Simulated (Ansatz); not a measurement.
## Run report: WH₅O₄F, molecular dynamics (part 3 of 3)

WH₅O₄F; RKS PBE/def2-SVP (Ansatz 0.2.0). It belongs to a series of runs on one base structure; here: dynamics from the start.

Geometry of the input (Å):
```
W  -0.1259  -0.0351  -0.1928
H  -0.0590  0.6645  1.3904
F  1.7204  -0.3813  0.0895
O  0.0294  1.9031  -0.4604
H  0.0607  2.4413  0.3507
O  -2.0015  -0.1565  -0.0658
H  -2.4463  -0.8592  0.4468
O  -0.2521  -1.7823  0.6472
H  0.5831  -2.1536  0.9929
O  0.0782  0.0866  -2.0849
H  0.3210  0.9385  -2.5046
```

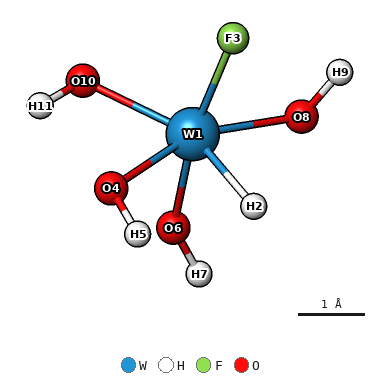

Figure 1. The geometry at step 111 of the log (ball-and-stick view, seen at a tilt; atoms are numbered from 1 in the order of the input).

Output, continued
```
md step   249: t =    62.25 fs  T =   701.7 K  F+E_penalty+E_count = -12797.37806948 eV  E_kin = 0.816271 eV  conserved = -12798.11739082 eV  (36 SCF iters)
these checks for a lower state are left out or cut short: starts, cluster_reference, orbital_swaps, neighbouring_geometries, increment
1317 factors; their error is unknown
mean field evaluation 2048: about -12797.5065 eV, gradient 1.8e-1 eV
mean field -12797.50652543 eV, -470.2996903482 hartree, gradient 1.2e-5 eV, S^2 0.000000; 0 other end points of the search recorded, 0 dependent functions left out
the calculation of the forces begins
reference -12797.50659769 eV, -470.2996930037 hartree; 30, 30 occupied and 97, 97 virtual orbitals, 1317 factors
1317 factors; their error is unknown
mean field -12797.50652543 eV, -470.2996903482 hartree, gradient 1.3e-5 eV, S^2 0.000000; 1 other end points of the search recorded, 0 dependent functions left out
the calculation of the forces begins
reference -12797.50659769 eV, -470.2996930037 hartree; 30, 30 occupied and 97, 97 virtual orbitals, 1317 factors
md step   250: t =    62.50 fs  T =   816.7 K  F+E_penalty+E_count = -12797.50652543 eV  E_kin = 0.950087 eV  conserved = -12798.11911911 eV  (34 SCF iters)
```

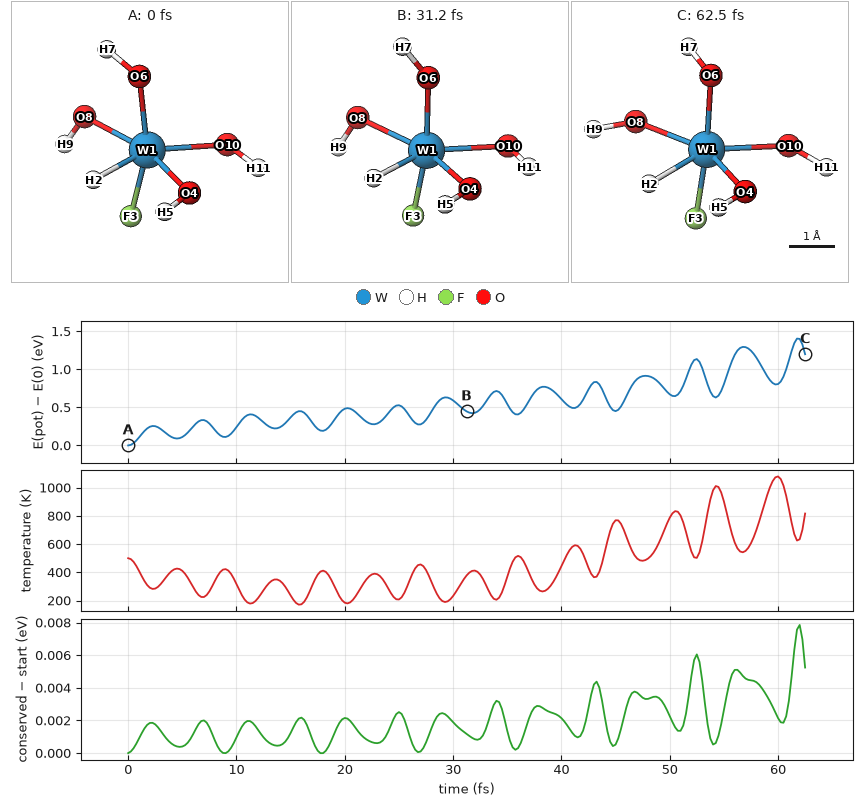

Figure 2. Frames of the molecular dynamics (ball-and-stick, seen at a tilt) above the curves, on which the letters mark them. The trajectory kept here has 251 frames over 62.5 fs. The temperature starts at 500 K, ranges from 171 to 1080 K and averages 589 K over the second half. The potential energy ends 1.200 eV above its first value. The conserved quantity stays within 0.0079 eV. After an unweighted best fit of the last frame on the first, the root-mean-square displacement is 0.41 Å, and H9 has moved furthest (0.91 Å).

```
Total energy: -12797.50659769 eV, -470.2996930037 hartree
Atom 0 at    -0.117910    -0.072006    -0.194805 Å, force     1.610657     3.340493     0.875956 eV/Å
Atom 1 at     0.076752     0.564662     1.496786 Å, force    -0.273661    -0.380722    -1.000240 eV/Å
Atom 2 at     1.803929    -0.360959    -0.082393 Å, force    -0.899067    -0.037600    -0.196373 eV/Å
Atom 3 at    -0.036605     1.894199    -0.295312 Å, force    -0.683945    -3.932054    -7.608081 eV/Å
Atom 4 at     0.036454     2.219096     0.499788 Å, force     0.647223     3.230080     7.625282 eV/Å
Atom 5 at    -2.030517    -0.063537    -0.267689 Å, force    -0.398742    -2.852317     0.277029 eV/Å
Atom 6 at    -2.270844    -1.071615    -0.143779 Å, force     0.031089     2.385591    -0.069924 eV/Å
Atom 7 at    -0.265760    -1.603541     0.891667 Å, force    -0.196417    -1.013172    -0.295888 eV/Å
Atom 8 at    -0.117125    -1.883358     1.809247 Å, force     0.088540     0.087130    -0.040238 eV/Å
Atom 9 at     0.026781     0.229619    -2.087053 Å, force     0.646208     1.567558    -1.437306 eV/Å
Atom 10 at     0.247963     1.103477    -2.644113 Å, force    -0.571886    -2.394990     1.869784 eV/Å
Dipole moment:    -0.266416    -0.207010     0.287410 e Å
```

Trajectory as extended XYZ (Å, eV, eV/Å), 19 of the 251 frames kept, from step=0 to step=250
```
11
Properties=species:S:1:pos:R:3:forces:R:3 step=0 time_fs=0.0 energy=-12798.70603 temperature=500.0
W    -0.1259   -0.0351   -0.1928   -0.0094   0.0020   0.0138
H    -0.0590    0.6645    1.3904    0.0057  -0.0082   0.0021
F     1.7204   -0.3813    0.0895   -0.0014   0.0027   0.0020
O     0.0294    1.9032   -0.4604    0.0019  -0.0001  -0.0084
H     0.0607    2.4413    0.3507   -0.0007  -0.0010  -0.0023
O    -2.0015   -0.1565   -0.0658   -0.0004  -0.0105   0.0045
H    -2.4463   -0.8592    0.4468    0.0022   0.0092  -0.0067
O    -0.2521   -1.7823    0.6472    0.0091  -0.0023   0.0029
H     0.5831   -2.1536    0.9929   -0.0080   0.0029  -0.0031
O     0.0782    0.0866   -2.0849   -0.0017  -0.0020   0.0010
H     0.3210    0.9385   -2.5046    0.0026   0.0074  -0.0057
11
Properties=species:S:1:pos:R:3:forces:R:3 step=14 time_fs=3.5 energy=-12798.54624 temperature=365.4
W    -0.1254   -0.0400   -0.1912    0.4977  -0.0489  -0.9212
H    -0.0519    0.6418    1.3348    0.0055   0.3857   0.7729
F     1.7270   -0.3851    0.0795   -0.1117   0.0671   0.0128
O     0.0124    1.9173   -0.4673    0.0804   1.1698   2.2894
H     0.0312    2.4721    0.4142   -0.0452  -1.3865  -2.2283
O    -1.9858   -0.1493   -0.0844    0.0639   0.6500  -0.4150
H    -2.5306   -0.7277    0.4498   -0.4614  -0.6131   0.4706
O    -0.2537   -1.7683    0.6619    0.2331  -0.3968   0.1898
H     0.5692   -2.1872    0.9995   -0.2338   0.2042  -0.1109
O     0.0804    0.1051   -2.0803   -0.2482  -0.8507   0.3076
H     0.2362    0.9435   -2.5248    0.2198   0.8192  -0.3678
11
Properties=species:S:1:pos:R:3:forces:R:3 step=28 time_fs=7.0 energy=-12798.37266 temperature=225.1
W    -0.1245   -0.0450   -0.1901    1.0059   0.7316  -0.7976
H    -0.0449    0.6581    1.3563   -0.0556   0.2058   0.3466
F     1.7329   -0.3885    0.0695   -0.2077   0.1081   0.0159
O    -0.0042    1.9364   -0.4635    0.0452  -2.8201  -3.4913
H    -0.0025    2.4005    0.3135    0.0225   2.2845   3.6909
O    -1.9714   -0.1382   -0.1048   -2.3525  -0.9784   1.4150
H    -2.6407   -0.6528    0.4858    1.6107   1.0340  -1.3449
O    -0.2544   -1.7566    0.6778   -0.4329  -0.2309  -0.0532
H     0.5400   -2.2043    0.9983    0.4465  -0.1124   0.1650
O     0.0810    0.1197   -2.0746   -0.0359   1.2014  -0.9504
H     0.1737    1.0098   -2.5672   -0.0461  -1.4237   1.0040
11
Properties=species:S:1:pos:R:3:forces:R:3 step=42 time_fs=10.5 energy=-12798.36983 temperature=237.9
W    -0.1230   -0.0495   -0.1895    1.1401   1.5439  -0.0047
H    -0.0443    0.6951    1.4157   -0.1160  -0.3275  -0.4898
F     1.7376   -0.3913    0.0595   -0.3026   0.1488   0.0086
O    -0.0207    1.9433   -0.4720    0.0643   0.6269   2.4310
H    -0.0348    2.4658    0.4299    0.0505  -1.3066  -2.2909
O    -1.9699   -0.1314   -0.1184    1.2486   1.3257  -1.5048
H    -2.6271   -0.4985    0.4173   -1.9947  -1.3037   1.6202
O    -0.2571   -1.7471    0.6940    0.2498  -0.7086   0.1881
H     0.5439   -2.2241    1.0090   -0.2388   0.3200  -0.0960
O     0.0809    0.1397   -2.0737   -0.3011  -1.9539   0.8387
H     0.1102    0.9694   -2.5274    0.1999   1.6350  -0.7005
11
Properties=species:S:1:pos:R:3:forces:R:3 step=56 time_fs=14.0 energy=-12798.46814 temperature=340.6
W    -0.1208   -0.0532   -0.1890    0.9939   1.7398   0.0932
H    -0.0567    0.6999    1.4262   -0.0994  -0.3523  -0.6180
F     1.7406   -0.3933    0.0492   -0.2961   0.1634   0.0431
O    -0.0372    1.9513   -0.4688    0.1536  -0.7398   0.3136
H    -0.0626    2.4377    0.3781    0.0242  -0.0382  -0.1215
O    -1.9664   -0.1188   -0.1378   -2.1314  -0.3329   1.1109
H    -2.7335   -0.4265    0.4452    1.4043   0.3374  -1.0056
O    -0.2590   -1.7420    0.7117   -0.1599  -0.4424  -0.0233
H     0.5347   -2.2157    1.0145    0.2009   0.0481   0.0868
O     0.0790    0.1507   -2.0694   -0.2584   0.3027  -0.4613
H     0.0637    1.0415   -2.5236    0.1682  -0.6857   0.5822
11
Properties=species:S:1:pos:R:3:forces:R:3 step=69 time_fs=17.2 energy=-12798.45273 temperature=349.7
W    -0.1180   -0.0558   -0.1884    0.4883   1.2336  -0.4352
H    -0.0790    0.6700    1.3759   -0.0340   0.0379  -0.0185
F     1.7418   -0.3943    0.0395   -0.2636   0.1705   0.0919
O    -0.0519    1.9531   -0.4652    0.3040  -1.9924  -1.7563
H    -0.0892    2.4215    0.3411   -0.0654   1.2016   1.9902
O    -1.9734   -0.1070   -0.1521   -1.1836  -0.0588   0.6231
H    -2.7484   -0.3506    0.4128    0.7482   0.0066  -0.4900
O    -0.2615   -1.7402    0.7288   -0.1827  -0.2852  -0.1131
H     0.5412   -2.1990    1.0268    0.2412  -0.0154   0.1170
O     0.0753    0.1609   -2.0670   -0.2587   0.6561  -0.6150
H     0.0379    1.0782   -2.4815    0.2063  -0.9544   0.6059
11
Properties=species:S:1:pos:R:3:forces:R:3 step=83 time_fs=20.8 energy=-12798.24117 temperature=205.0
W    -0.1146   -0.0580   -0.1880   -0.2636   0.3464  -0.9939
H    -0.1081    0.6421    1.3214    0.0391   0.4813   0.8137
F     1.7416   -0.3943    0.0290   -0.1785   0.1650   0.1516
O    -0.0668    1.9440   -0.4687    0.1340   1.0436   2.9417
H    -0.1218    2.4904    0.4437    0.1923  -1.6736  -2.7863
O    -1.9861   -0.0932   -0.1661    1.7157   0.5057  -1.0484
H    -2.7357   -0.2762    0.3580   -1.7106  -0.6515   1.2241
O    -0.2651   -1.7406    0.7476    0.4463  -0.4121   0.0221
H     0.5668   -2.1766    1.0508   -0.3793   0.2660  -0.0948
O     0.0694    0.1742   -2.0673   -0.0786  -1.9992   0.5113
H     0.0297    1.0618   -2.3861    0.0832   1.9283  -0.7410
11
Properties=species:S:1:pos:R:3:forces:R:3 step=97 time_fs=24.2 energy=-12798.24123 temperature=253.8
W    -0.1111   -0.0600   -0.1882   -0.9232   0.4281  -0.4492
H    -0.1348    0.6630    1.3465    0.0915   0.2513   0.3359
F     1.7402   -0.3933    0.0188   -0.0429   0.1347   0.2107
O    -0.0813    1.9383   -0.4562    0.6195  -2.4416  -2.9852
H    -0.1394    2.4225    0.3165   -0.2024   1.9391   3.0965
O    -1.9926   -0.0758   -0.1855   -1.9460  -0.4911   1.5593
H    -2.8378   -0.2563    0.3869    2.2676   0.2410  -1.4085
O    -0.2667   -1.7435    0.7675   -0.2854   0.2311  -0.4102
H     0.5667   -2.1302    1.0718    0.3899  -0.1982   0.2095
O     0.0622    0.1794   -2.0660   -0.1294   1.6067  -0.5860
H     0.0350    1.1741   -2.3348    0.1607  -1.7012   0.4271
11
Properties=species:S:1:pos:R:3:forces:R:3 step=111 time_fs=27.8 energy=-12798.31835 temperature=377.7
W    -0.1079   -0.0620   -0.1887   -1.6338   0.7913   0.6924
H    -0.1525    0.7124    1.4116    0.1521  -0.3947  -0.5721
F     1.7384   -0.3914    0.0091    0.0635   0.0980   0.2353
O    -0.0930    1.9201   -0.4551    0.3212   0.8332   1.4045
H    -0.1718    2.4812    0.3883    0.1797  -1.0663  -1.4593
O    -2.0088   -0.0595   -0.1981    3.0361   0.3452  -1.3991
H    -2.7634   -0.2248    0.3065   -2.2809  -0.7466   1.6076
O    -0.2693   -1.7455    0.7864    0.4133   0.1797  -0.3031
H     0.5926   -2.0934    1.1122   -0.3213   0.0567  -0.0380
O     0.0535    0.1932   -2.0677    0.0101  -0.3826   0.1179
H     0.0578    1.1565   -2.2505    0.0599   0.2859  -0.2860
11
Properties=species:S:1:pos:R:3:forces:R:3 step=125 time_fs=31.2 energy=-12798.25854 temperature=378.1
W    -0.1055   -0.0636   -0.1888   -2.0323   0.5985   0.9459
H    -0.1536    0.7241    1.4217    0.1790  -0.5226  -0.6840
F     1.7369   -0.3886    0.0000    0.2244   0.0448   0.2636
O    -0.1027    1.9022   -0.4498    0.3285   1.5301   1.7371
H    -0.1936    2.4841    0.3956    0.2577  -1.3908  -1.8512
O    -2.0117   -0.0407   -0.2173   -0.5295  -0.6234   1.0097
H    -2.8286   -0.2540    0.3281    1.3548   0.0912  -0.7635
O    -0.2697   -1.7461    0.8045    0.2744   0.4103  -0.4314
H     0.5941   -2.0518    1.1563   -0.1936  -0.0552   0.0139
O     0.0440    0.2057   -2.0691    0.0994  -0.9080   0.2426
H     0.0929    1.1680   -2.1869    0.0371   0.8251  -0.4827
11
Properties=species:S:1:pos:R:3:forces:R:3 step=139 time_fs=34.8 energy=-12798.09703 temperature=308.5
W    -0.1042   -0.0650   -0.1883   -2.1282  -0.1732  -0.0886
H    -0.1333    0.6795    1.3571    0.1460   0.0168   0.1109
F     1.7367   -0.3852   -0.0084    0.3331   0.0074   0.2893
O    -0.1101    1.8888   -0.4377    1.0643  -2.3162  -4.1182
H    -0.2000    2.3997    0.2933   -0.4237   2.8083   4.1034
O    -2.0139   -0.0237   -0.2341   -0.5530  -0.8190   1.1046
H    -2.8155   -0.2918    0.3111    1.3305   0.1828  -0.7646
O    -0.2684   -1.7435    0.8211   -0.2450   0.6846  -0.6846
H     0.5777   -2.0139    1.2097    0.2955  -0.2639   0.2272
O     0.0345    0.2143   -2.0689    0.4488   1.8934  -0.1059
H     0.1317    1.2515   -2.1717   -0.2682  -2.0209  -0.0735
11
Properties=species:S:1:pos:R:3:forces:R:3 step=153 time_fs=38.2 energy=-12797.93493 temperature=264.3
W    -0.1042   -0.0667   -0.1879   -1.9310  -0.8963  -0.9896
H    -0.0922    0.6309    1.3014    0.1164   0.5210   1.1253
F     1.7386   -0.3814   -0.0159    0.3836  -0.0460   0.2573
O    -0.1121    1.8665   -0.4413    0.1300   3.1148   3.1317
H    -0.2296    2.4841    0.4478    0.4950  -2.2241  -3.0762
O    -2.0159   -0.0089   -0.2476    2.8813   0.5774  -1.2071
H    -2.7127   -0.3458    0.2500   -2.3186  -1.3459   1.6932
O    -0.2676   -1.7357    0.8350    0.5875   0.3585  -0.1722
H     0.5758   -1.9972    1.2876   -0.6352   0.0518  -0.2730
O     0.0268    0.2342   -2.0691    0.1138  -2.0714   0.2087
H     0.1502    1.1678   -2.1755    0.1771   1.9603  -0.6982
11
Properties=species:S:1:pos:R:3:forces:R:3 step=167 time_fs=41.8 energy=-12798.16001 temperature=566.8
W    -0.1054   -0.0691   -0.1879   -1.2594   0.0185  -0.5133
H    -0.0320    0.6301    1.3565    0.0151   0.1471   0.3217
F     1.7432   -0.3774   -0.0227    0.3705  -0.1055   0.1710
O    -0.1123    1.8607   -0.4276    0.6947  -0.0353  -1.3339
H    -0.2156    2.3800    0.3491   -0.0989   1.0067   1.5822
O    -2.0041    0.0078   -0.2664   -2.3344  -2.2451   2.2460
H    -2.7525   -0.5006    0.2974    2.4205   1.4251  -1.7243
O    -0.2637   -1.7236    0.8485   -0.4229   0.5518  -0.7189
H     0.5198   -1.9798    1.3552    0.3028  -0.2227   0.2454
O     0.0197    0.2464   -2.0682    0.5300   0.2200  -0.2620
H     0.1818    1.2182   -2.2507   -0.2181  -0.7606  -0.0140
11
Properties=species:S:1:pos:R:3:forces:R:3 step=181 time_fs=45.2 energy=-12798.23780 temperature=768.1
W    -0.1077   -0.0718   -0.1884   -0.3169   1.3122   0.3259
H     0.0373    0.6468    1.4581   -0.1870  -0.4437  -0.8349
F     1.7509   -0.3735   -0.0294    0.2245  -0.1306   0.0485
O    -0.1074    1.8549   -0.4213    0.3597   1.1745   0.7387
H    -0.2087    2.3675    0.4138    0.1596  -0.2584  -0.3813
O    -2.0034    0.0125   -0.2739    1.1093   0.4025  -0.4443
H    -2.5827   -0.5529    0.1984   -1.4036  -1.3346   1.0667
O    -0.2612   -1.7060    0.8589   -0.0083   0.1856  -0.3579
H     0.4718   -1.9805    1.4496   -0.2298   0.0318  -0.1588
O     0.0154    0.2586   -2.0690    0.6910   0.8427  -0.5722
H     0.1976    1.2343   -2.3433   -0.3986  -1.7820   0.5696
11
Properties=species:S:1:pos:R:3:forces:R:3 step=194 time_fs=48.5 energy=-12797.82122 temperature=539.2
W    -0.1103   -0.0739   -0.1887    0.5523   1.9266   0.4861
H     0.0903    0.6212    1.4831   -0.3100  -0.5094  -1.0072
F     1.7602   -0.3702   -0.0360    0.0862  -0.1550  -0.0769
O    -0.0987    1.8523   -0.4165   -0.0765   2.8177   4.0052
H    -0.1992    2.4002    0.5483    0.4715  -2.0882  -3.6251
O    -1.9994    0.0175   -0.2817   -0.6602  -1.2301   0.7782
H    -2.4898   -0.7126    0.1618   -0.0534   0.2698  -0.1333
O    -0.2592   -1.6861    0.8670    0.1174  -0.1840  -0.0430
H     0.4053   -1.9806    1.5355   -0.4423   0.1949  -0.4431
O     0.0149    0.2736   -2.0724   -0.3027  -4.2051   1.1796
H     0.1826    1.1162   -2.4021    0.6175   3.1627  -1.1206
11
Properties=species:S:1:pos:R:3:forces:R:3 step=208 time_fs=52.0 energy=-12797.64263 temperature=547.8
W    -0.1131   -0.0752   -0.1888    1.1242   1.9255  -0.8664
H     0.1183    0.5377    1.4037   -0.2814   0.1988  -0.0609
F     1.7720   -0.3672   -0.0444   -0.1076  -0.1368  -0.1483
O    -0.0881    1.8662   -0.3874    0.6472  -3.1151  -5.8402
H    -0.1420    2.2544    0.3908   -0.3533   3.4491   6.5530
O    -1.9971    0.0155   -0.2871   -2.0376  -3.8000   1.8667
H    -2.4206   -0.8907    0.1302    1.0647   2.9386  -1.2424
O    -0.2568   -1.6631    0.8754   -0.7374  -0.0986  -0.8821
H     0.2880   -1.9659    1.6048    0.3960  -0.2027   0.4889
O     0.0142    0.2708   -2.0720    0.6810   0.8173  -1.2110
H     0.2036    1.1786   -2.5365   -0.3958  -1.9761   1.3427
11
Properties=species:S:1:pos:R:3:forces:R:3 step=222 time_fs=55.5 energy=-12797.69116 temperature=745.0
W    -0.1155   -0.0754   -0.1895    1.4121   1.4688  -2.4053
H     0.1176    0.4692    1.3168   -0.0374   0.9341   1.5454
F     1.7845   -0.3647   -0.0547   -0.3572  -0.0992  -0.1996
O    -0.0733    1.8712   -0.3749    0.0923   1.3295   3.8123
H    -0.0908    2.3036    0.6135    0.1006  -1.2298  -3.2063
O    -2.0076   -0.0098   -0.2811    1.1227   3.7068  -1.0328
H    -2.2578   -0.8308   -0.0170   -2.2458  -4.6454   1.6632
O    -0.2583   -1.6390    0.8799    0.0345  -0.8824   0.4757
H     0.1813   -1.9601    1.7082   -0.3914   0.3291  -0.7903
O     0.0175    0.2682   -2.0781    0.2338  -0.8141  -0.2323
H     0.1976    1.0994   -2.5669    0.0359  -0.0975   0.3698
11
Properties=species:S:1:pos:R:3:forces:R:3 step=236 time_fs=59.0 energy=-12797.79575 temperature=947.7
W    -0.1172   -0.0745   -0.1917    1.5782   2.3031  -0.9827
H     0.1072    0.4929    1.3765   -0.1658   0.3785   0.4603
F     1.7958   -0.3627   -0.0674   -0.6256  -0.0748  -0.2211
O    -0.0557    1.8812   -0.3439    0.1249   0.9883   3.6182
H    -0.0317    2.2961    0.6547   -0.0677  -1.2525  -3.3080
O    -2.0167   -0.0271   -0.2764   -0.8354  -3.4205   0.7718
H    -2.2483   -1.0426   -0.0748    0.0374   2.7403  -0.3548
O    -0.2608   -1.6188    0.8867   -0.3723  -0.8347  -0.4064
H     0.0351   -1.9255    1.7547    0.1235  -0.0076   0.1475
O     0.0223    0.2567   -2.0848   -0.2083  -2.3141   0.9253
H     0.2044    1.0382   -2.5830    0.4112   1.4940  -0.6501
11
Properties=species:S:1:pos:R:3:forces:R:3 step=250 time_fs=62.5 energy=-12797.50653 temperature=816.7
W    -0.1179   -0.0720   -0.1948    1.6107   3.3405   0.8760
H     0.0768    0.5647    1.4968   -0.2737  -0.3807  -1.0002
F     1.8039   -0.3610   -0.0824   -0.8991  -0.0376  -0.1964
O    -0.0366    1.8942   -0.2953   -0.6839  -3.9321  -7.6081
H     0.0365    2.2191    0.4998    0.6472   3.2301   7.6253
O    -2.0305   -0.0635   -0.2677   -0.3987  -2.8523   0.2770
H    -2.2708   -1.0716   -0.1438    0.0311   2.3856  -0.0699
O    -0.2658   -1.6035    0.8917   -0.1964  -1.0132  -0.2959
H    -0.1171   -1.8834    1.8092    0.0885   0.0871  -0.0402
O     0.0268    0.2296   -2.0871    0.6462   1.5676  -1.4373
H     0.2480    1.1035   -2.6441   -0.5719  -2.3950   1.8698
```

Key numbers

| quantity | value |
| --- | --- |
| outcome | finished |
| mean temperature over the second half | 589 K |
| trajectory | 250 steps, 62.5 fs |
| ensemble | nvt_nose_hoover |
| temperature in the input | 500.0 K |
| time step | 0.25 fs |
| potential energy (last step) | −12797.5066 eV |
| mean-field energy (last step) | −12797.5066 eV |
| largest force (length of the vector) (last step) | 8.591 eV/Å |
| hardware | 4 threads of Arm Neoverse V1, 24 GiB of memory available, shared host |
| wall time | 7 min (CPU time 27 min) |
| peak memory | 0.19 GiB |

So short a trajectory is not equilibrated.
